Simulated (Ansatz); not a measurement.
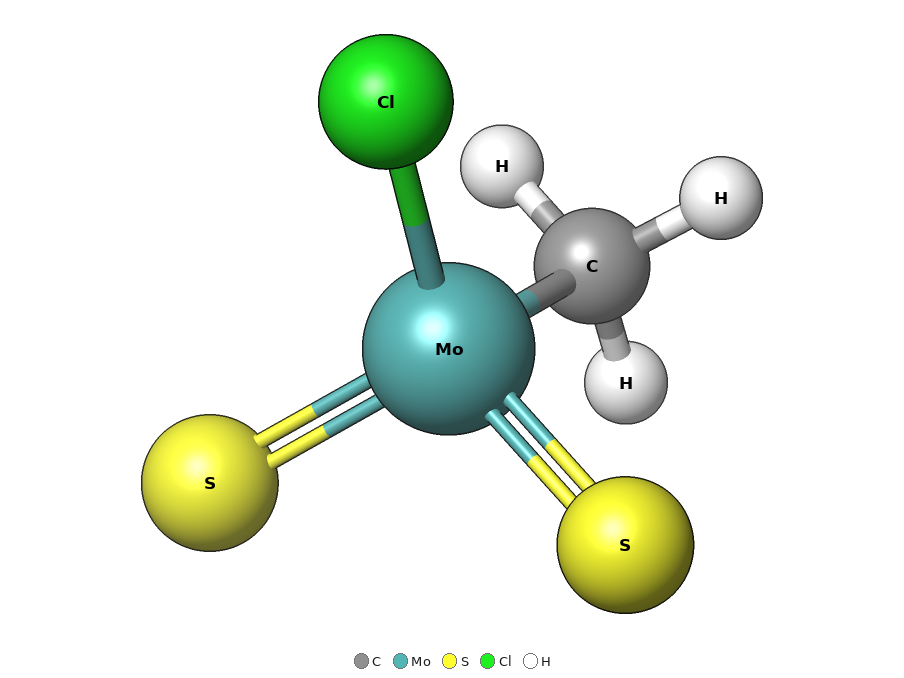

The picture shows a molecular structure as a ball-and-stick model. Multiple sticks mark multiple bonds (one Kekulé form).

The species is neutral and a spin singlet. Computed geometry: PBE0-D4/def2-TZVP optimisation.

Identify the structure.

Formula CH3ClMoS2. As SMILES it reads `[CH3][Mo](=[S])(=[S])[Cl]`. The point group is Cs. Coordination: 1 C tetrahedral; 1 Mo tetrahedral.

More results for the same structure follow; atom numbers are the same in all pictures, views and colours differ.

**Levels of theory compared**

Program: Ansatz 0.2.0.

Compare dipole (D) at these levels: B3LYP-D4/def2-TZVPP; PBE-D4/def2-TZVPP; PBE0-D4/def2-TZVP; r2SCAN-D4/def2-TZVPP; ωB97M-V/def2-TZVPP.

```
               level  dipole (D)
 B3LYP-D4/def2-TZVPP        1.84
   PBE-D4/def2-TZVPP        1.81
   PBE0-D4/def2-TZVP        1.89
r2SCAN-D4/def2-TZVPP        1.95
  ωB97M-V/def2-TZVPP        1.82
```

**Vibrations**

Harmonic vibrations computed with RKS PBE0-D4/def2-TZVP, core potentials on Mo (Ansatz 0.2.0) at a stationary point of the same level.

Question: List the wavenumbers.

Answer: 18 modes: 125, 139, 171, 174, 189, 191, 423, 544, 577, 585, 630, 691, 1187, 1399, 1413, 3032, 3126, 3160 cm⁻¹.

**Charges**

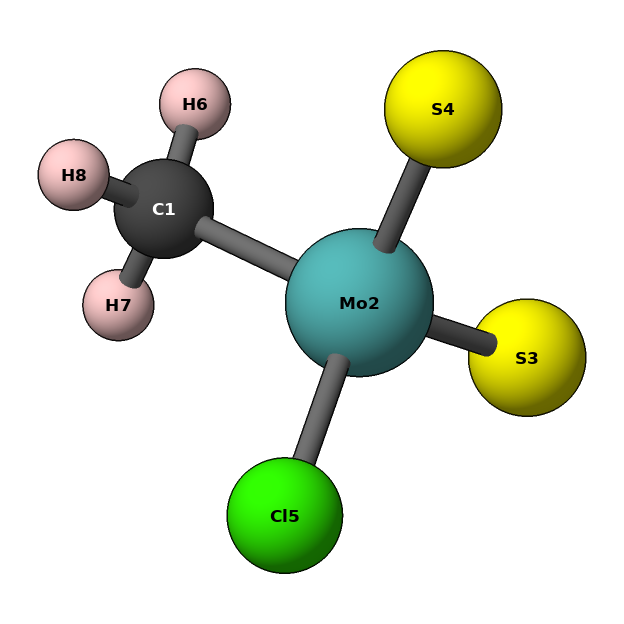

The questions are on Mulliken charges. Method: RKS PBE0-D4/def2-TZVP, core potentials on Mo (Ansatz 0.2.0).

List the Mulliken charges.

```json
{"atom": "C1", "value (e)": "−0.55"}
{"atom": "Mo2", "value (e)": "1.04"}
{"atom": "S3", "value (e)": "−0.33"}
{"atom": "S4", "value (e)": "−0.33"}
{"atom": "Cl5", "value (e)": "−0.34"}
{"atom": "H6", "value (e)": "0.17"}
{"atom": "H7", "value (e)": "0.17"}
{"atom": "H8", "value (e)": "0.17"}
```

Mulliken values depend strongly on the basis set and can even reverse the polarity of a bond.
